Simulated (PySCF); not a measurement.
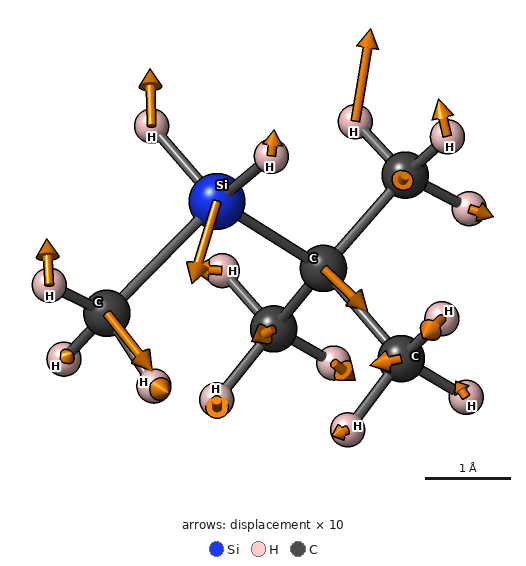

This is a relaxation of C$_{5}$H$_{14}$Si. The starting structure is drawn; orange arrows show the displacements, 10 times their true length. The two geometries are superimposed by the best rigid fit.

The picture is a ball-and-stick view, seen at a tilt.

The start comes from GFN2-xTB. Its atoms were then displaced at random by about 0.03 Å.

These are results of PBE0-D3(BJ)/def2-SVP geometry optimisation, gas phase (PySCF 2.14.0, density-fitted response routines), not measurements. 

### What happened in the run?

The largest move after the best rigid fit is that of an H atom, 0.11 Å. By element the largest moves are H 0.11 Å, Si 0.11 Å, C 0.09 Å. Some distances before and after: H–Si 1.371 → 1.500 Å, C–C 1.614 → 1.531 Å, C–Si 1.958 → 1.882 Å, C–H 1.157 → 1.101 Å. Among the angles between lasting bonds that change: H–C–H 116.5° → 107.7°, C–C–H 104.0° → 111.8°, H–Si–H 115.4° → 107.7°. Over 5 geometry steps the energy falls by 20.2 kcal/mol.
